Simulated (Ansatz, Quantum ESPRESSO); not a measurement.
# In2Se2, 2 layers, AA' stacking: the energy at a withheld member of a series

**Set-up.** Quantum ESPRESSO 7.5, PBE-D3(BJ), GBRV ultrasoft. Cell and atoms are first relaxed with a D3(BJ) correction; each strained cell is then held and the atoms relax in it. A periodic run with 15 Å of vacuum in the starting cell gives the vacuum levels, and bands follow along a path. The series steps biaxial strain. Energies count from the lowest.

| biaxial strain | energy (eV) |
| --- | --- |
| -4 % | 0.2018 |
| -3 % | 0.1110 |
| -2 % | 0.0482 |
| -1 % | 0.0118 |
| 0 % | 0.0000 |
| 1 % | 0.0115 |
| 2 % | 0.0433 |
| 3 % | 0.0951 |

**Question.** What is the energy at 4 %?

By hand: The rows at 2 % and 3 % give a slope of (0.0951 − (0.0433))/(3 − (2)) = 0.0518, so a straight line gives 0.1469 eV. A parabola through these and the row at 1 % gives 0.1669 eV.

**Check.** 0.1650 eV. The line misses by −0.0181 and the parabola by +0.0019 eV. The parabola does better.

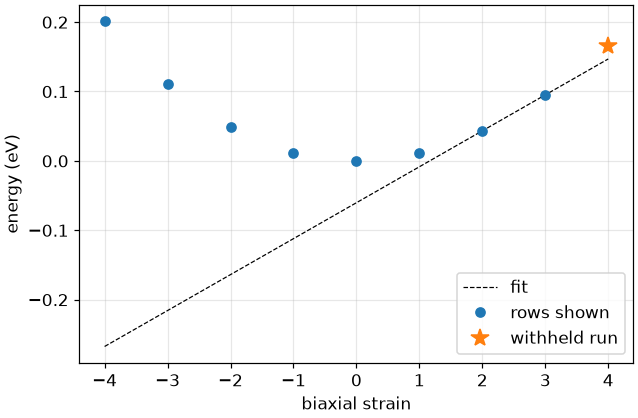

The rows shown, the fit and the withheld run.

Caveats: Semilocal gaps are too small; the 1×1 cell can't ripple over many cells under compression as a free sheet would. No spin-orbit coupling.
